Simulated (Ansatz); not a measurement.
Input of the run:

```
crystal:
  lattice:
    - [2.989001, 5.177099, 0.0]
    - [-2.989001, 5.177099, 0.0]
    - [-2.989001, 1.725696, 7.102415]
  atoms:
    - { symbol: K, position: [0.5, 0.0, 0.5] }
    - { symbol: Ag, position: [0.5, 0.5, 0.0] }
    - { symbol: Ag, position: [0.0, 0.5, 0.0] }
    - { symbol: Ag, position: [0.5, 0.0, 0.0] }
    - { symbol: K, position: [0.0926, 0.8148, 0.2778] }
    - { symbol: K, position: [0.9074, 0.1852, 0.7222] }
    - { symbol: Mg, position: [0.7544, 0.4912, 0.2632] }
    - { symbol: Mg, position: [0.2456, 0.5088, 0.7368] }
  symmetry: { tolerance: 0.0003 }
kpoints:
  mp_grid: { grid: [7, 7, 7], shift: [0, 0, 0] }
magnetization:
  spin_polarized: false
scf:
  occupations: { method: fermi_dirac }
  lower_state_search: "off"
  max_iter: 200
hamiltonian:
  pseudopotentials: { kind: paw }
  xc: r2scan
basis:
  ecutwfc: 500
  fft_grid_basis: typed
output:
  forces: true
  stress: true
  eigenvalues: true
  bader: true
  populations: true
  elf: true
  write_potential: true
  volumetric_format: npy
  dos:
    e_range: [-12, 8]
    de: 0.05
    projected: { site_lists: { Ag: [Ag], K: [K], Mg: [Mg] } }
checkpoint:
  read: saved_state
```

What Bader charges does it give?

The Bader charges are K +0.65 e, Mg +0.43 e and Ag −0.94 e. Summed over the cell, K gives up most (2.0 e) and Ag takes most (2.8 e). Ag has the largest basins, 33.2 Å³ on average, and K the smallest, 22.9 Å³.

The structure was built from a prototype or by substitution, so it need not be a known phase. The atoms aren't at rest in this cell (largest force 0.8 eV/Å), so the relaxed material can differ.

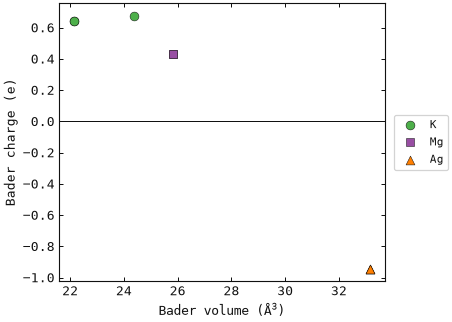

Bader charges of the atoms (positive: electrons lost), against the volumes of their basins.

The picture comes from a calculation with Ansatz.
